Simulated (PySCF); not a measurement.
SMILES [SiH](Cl)(Cl)C[SiH2]C (C2H8Cl2Si2) at its B3LYP/def2-SVP optimised geometry (Å):

```
14

Si    -0.1750    -1.7072     0.0000
Cl    -0.8360    -2.7201    -1.6904
Cl     1.9068    -1.7072     0.0000
C     -0.8192     0.0399     0.0000
Si    -0.0511     1.2807     1.2256
C      0.1084     0.5596     2.9615
H     -0.6148    -2.4877     1.1803
H     -0.7038     0.4508    -1.0184
H     -1.9068    -0.0235     0.1890
H      1.2866     1.6991     0.7168
H     -0.9322     2.4877     1.2567
H     -0.8645     0.2122     3.3459
H      0.4931     1.3211     3.6590
H      0.8090    -0.2910     2.9752
```

Level of theory: B3LYP/def2-TZVP run with PySCF. Cells within 0.4 Å of a nucleus heavier than hydrogen are left out (blank, or x).

Map of the Laplacian of the electron density (e/bohr⁵), clipped to [-1.50, 1.50] on the plane z = 0.0 Å:

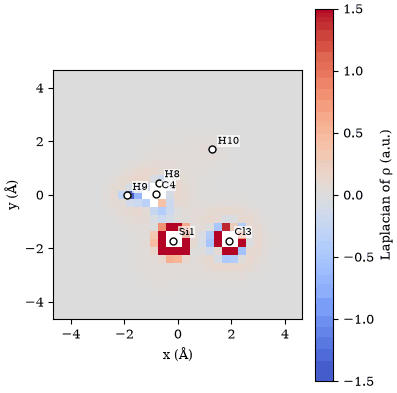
Fig. 1. Laplacian of the electron density (e/bohr⁵), clipped to [-1.50, 1.50] on the plane z = 0.0 Å.
